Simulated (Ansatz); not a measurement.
**CH2BrF3Si (SMILES F[Si](F)(F)CBr): density, localisation and related maps**

Input file:

```
crystal:
  periodic: [false, false, false]
  atoms:
    - {symbol: C, position_ang: [-0.199673, -0.347483, 1.133176]}
    - {symbol: Br, position_ang: [0.712233, 1.262112, 1.711361]}
    - {symbol: F, position_ang: [-0.775613, -3.001807, 1.892945]}
    - {symbol: F, position_ang: [1.520278, -2.074347, 2.626615]}
    - {symbol: F, position_ang: [-0.641456, -1.268725, 3.802885]}
    - {symbol: Si, position_ang: [-0.011924, -1.685202, 2.394671]}
    - {symbol: H, position_ang: [0.230269, -0.650733, 0.168174]}
    - {symbol: H, position_ang: [-1.258405, -0.097596, 0.976066]}
basis:
  gaussian: {orbitals: def2-SVPD}
hamiltonian: {xc: pbe0}
output: {forces: true, orbitals: {seedname: orbitals}}
```

Command:

```sh
ansatz run input.yaml --threads 2 --pin off --max-ram 4350MiB --events-out events.jsonl --progress --plain --runs-dir runs
```

Geometry: PBE0-D3(BJ)/def2-SVP.

Method: Ansatz, isolated molecule in a Gaussian basis; Kohn-Sham density functional theory, functional PBE0.

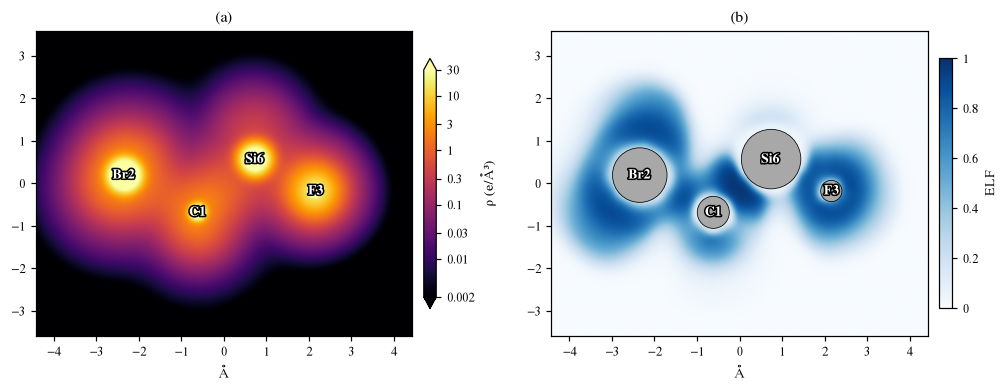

Figure 1. (a) electron density; (b) ELF on the plane of atoms C1, Si6 and F3. Grey discs cover the atomic cores in the ELF map.

Interpret the plot.

- Atoms in the plane: C, Br, F and Si.
- Si–F (1.60 Å): the density is about 1.1 e/Å³ at the midpoint; the ELF peaks at about 0.85 in the valence shell of F, 0.6 Å from its nucleus, and is about 0.50 at the midpoint.
- C–Si (1.85 Å): ρ is about 1.1 e/Å³ halfway; the ELF peaks at about 1 between the atoms: a covalent bond.
- C–Br (1.94 Å): ρ at the midpoint is about 1 e/Å³; the ELF peaks at about 0.85 between the atoms, as expected for localised, covalent bonding.
- The ELF also peaks beside Br2 and F3, away from the bonds: lone-pair regions.

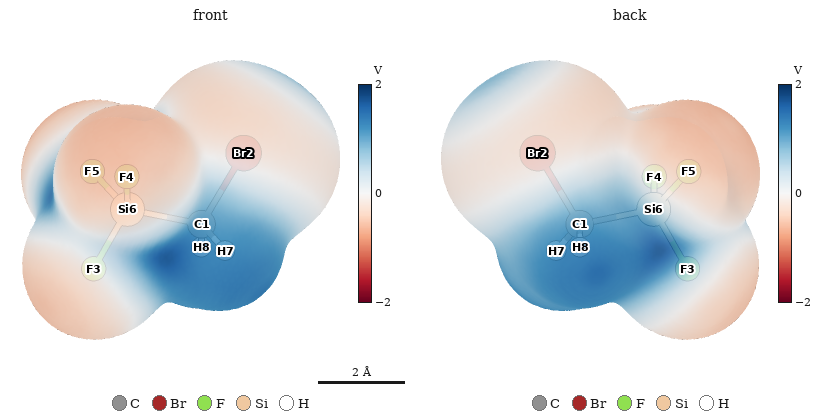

Figure 2. The molecular electrostatic potential painted on the density surface at 0.001 e/bohr³, seen from the front and from behind; red is negative and blue positive.

Where is the surface potential most negative and most positive?

The most negative region (about −0.6 V) lies over F4 and F5, the most positive (about +1.6 V) over Si6. Br2 shows a σ-hole: about +0.8 V at the tip opposite its bond, against about −0.2 V on its flanks.

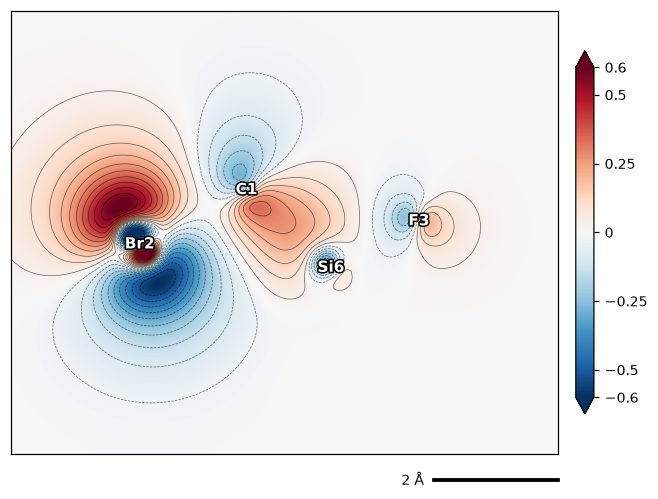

Figure 3. The HOMO on the plane of atoms Br2, C1 and Si6 (values in Å⁻³ᐟ²; the overall sign is arbitrary).

What is the character of this orbital?

It lies mainly on Br2 (about 80 %) and C1 (about 10 %); largely a lone pair of Br2. Its energy is −8.52 eV.
